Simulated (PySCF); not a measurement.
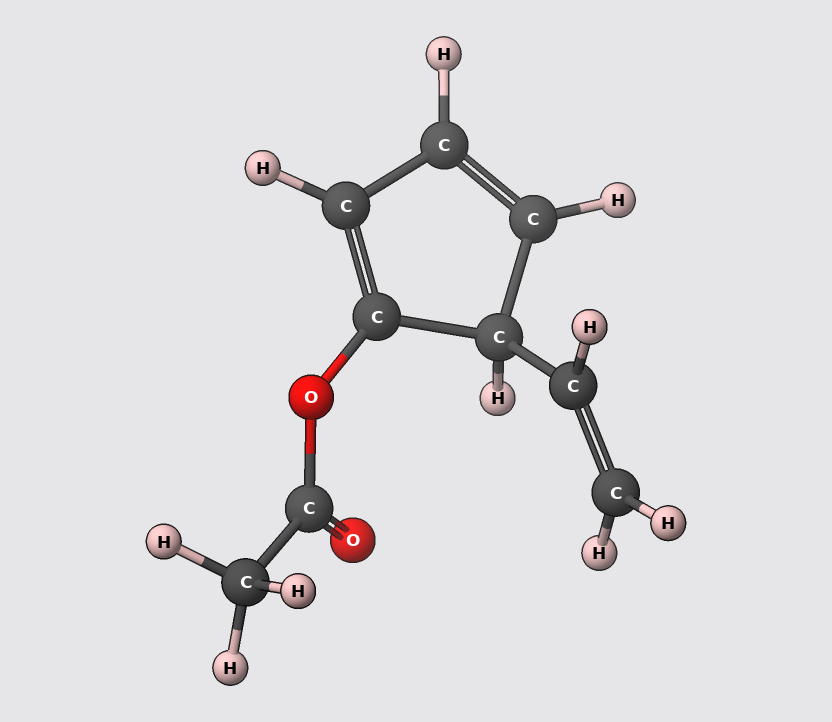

A ball-and-stick model of a molecule. Double and triple bonds are drawn as two and three sticks.

Identify the structure.

Formula C₉H₁₀O₂. As SMILES it reads `C=C[C@@H]1C=CC=C1OC(C)=O`. Independent rings (smallest set): 1 of 5 members. Among its groups: ester, alkene. The point group is C1. Coordination: 7 C trigonal planar; 2 C tetrahedral; 1 O bent.

The parts below concern this one geometry. Atoms keep their numbers from picture to picture. The geometry was computed by an optimisation with PBE0-D3(BJ)/def2-SVP. No frequency run is at hand to confirm it as a minimum.

Ring current

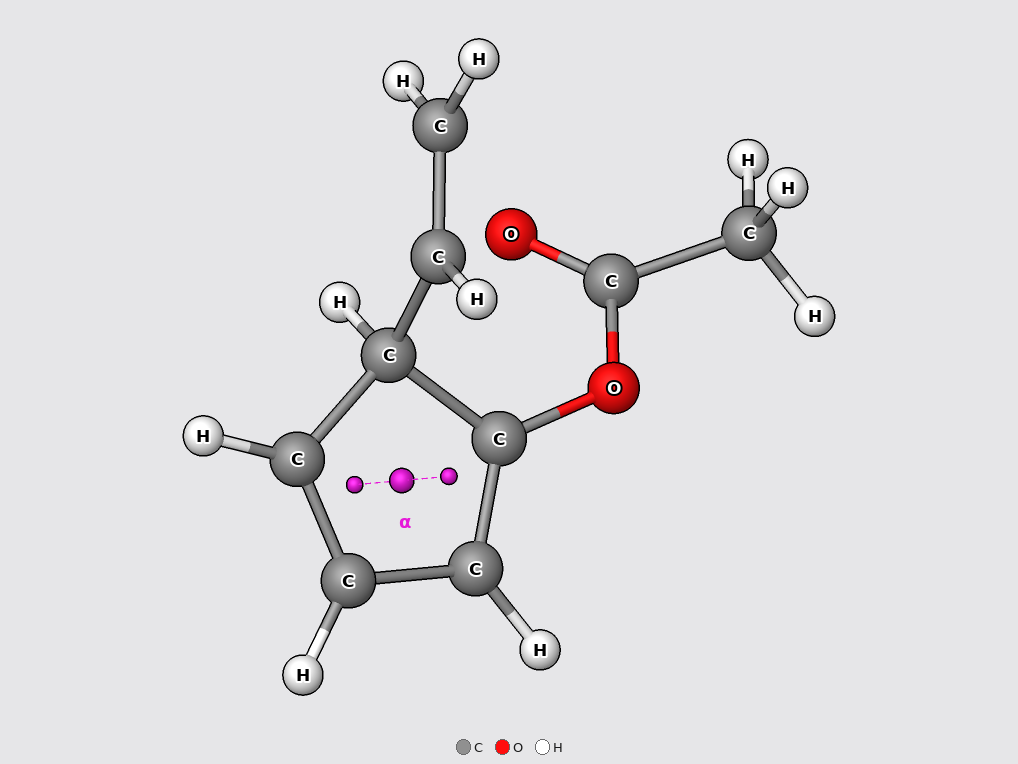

The small points mark where nucleus-independent chemical shifts (NICS) were computed: at the centre of each lettered ring and 1 Å above and below it. No frequency run is at hand to confirm it as a minimum. Properties computed with GIAO PBE0/pcSseg-1 NMR shielding, non-relativistic, IEF-PCM cyclohexane (PySCF 2.14.0).

Give NICS(0), NICS(1) and the out-of-plane component NICS(1)zz for each ring (means of the two sides).

```json
{"ring": "α", "members": "C5", "NICS(0)": "−3.0", "NICS(1)": "−4.4", "NICS(1)zz": "−7.2"}
```

Values in ppm.

Electronic properties

No frequency run is at hand to confirm it as a minimum. Properties computed with PBE0/pcSseg-1 in acetone (IEF-PCM) (PySCF 2.14.0).

**Give the HOMO energy (Kohn–Sham orbital) at this level.**

−6.31 eV.

**Estimate the HOMO–LUMO gap.**

5.36 eV.

**Give the dipole moment at this level.**

2.19 D.

NMR shielding

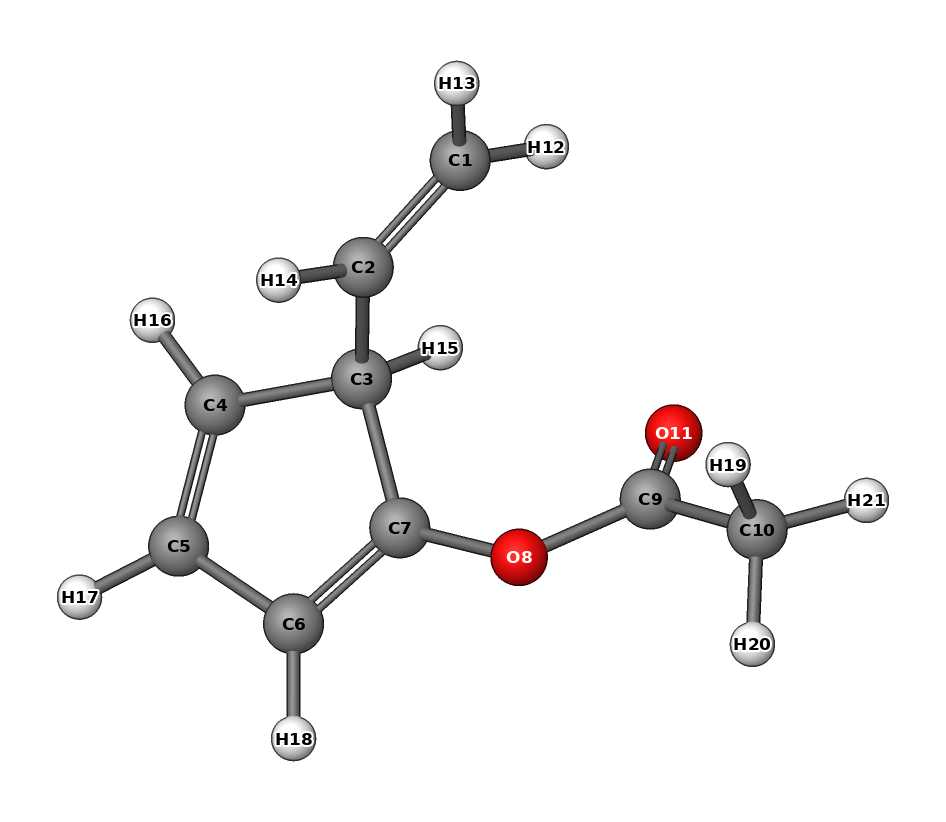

The questions are on isotropic NMR shieldings of the C atoms. No frequency run is at hand to confirm it as a minimum. Method: GIAO PBE0/pcSseg-1 NMR shielding, non-relativistic, IEF-PCM acetone (PySCF 2.14.0).

**Which C atom is the most shielded (lowest chemical shift)?**

C10 (161.7 ppm).

**Which C atom is the least shielded (highest chemical shift)?**

C9 (8.8 ppm).

**How wide is the range of C shifts?**

152.9 ppm.

Give the isotropic NMR shieldings of the C atoms atom by atom.

```json
{"atom": "C1", "σ (ppm)": "53.1"}
{"atom": "C2", "σ (ppm)": "41.4"}
{"atom": "C3", "σ (ppm)": "126.7"}
{"atom": "C4", "σ (ppm)": "44.6"}
{"atom": "C5", "σ (ppm)": "45.0"}
{"atom": "C6", "σ (ppm)": "63.6"}
{"atom": "C7", "σ (ppm)": "16.3"}
{"atom": "C9", "σ (ppm)": "8.8"}
{"atom": "C10", "σ (ppm)": "161.7"}
```
